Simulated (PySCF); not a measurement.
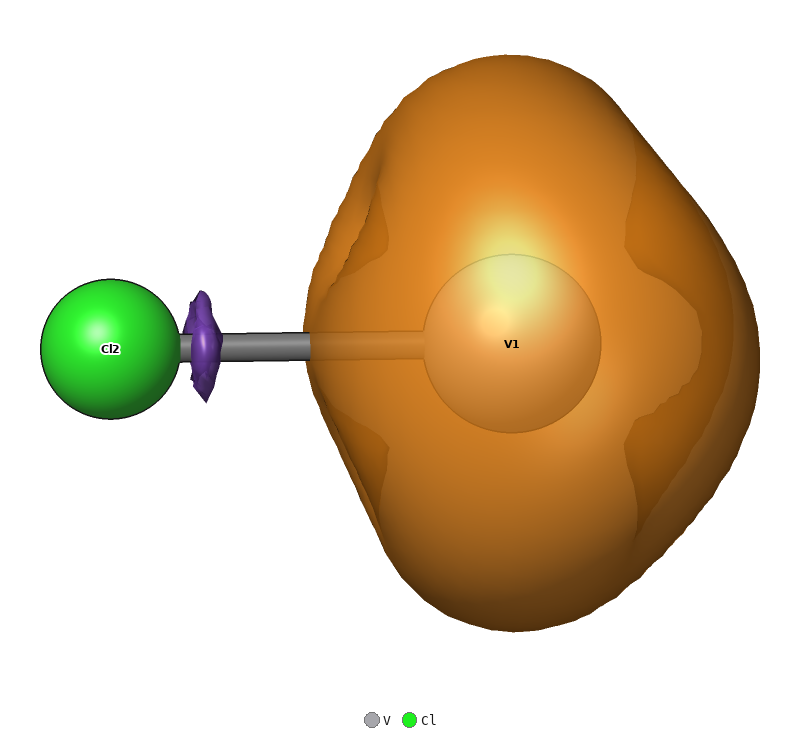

VCl (quintet). Isosurfaces of the spin density (α minus β) at +0.04 (orange) and −0.04 e/Å³ (purple), seen from one side.

The calculation used PySCF, PBE0/def2-TZVPP, non-relativistic Hamiltonian with scalar-relativistic core potentials where named, at a bond length of 2.216 Å.

```xyz
2

V     0.0000    0.0000   -0.9020
Cl    0.0000    0.0000    1.3140
```

Question: Where is the unpaired spin?

Answer: The unpaired spin (4 electrons) lies mostly on V1 (about 4.0), in electrons by Hirshfeld's partition.
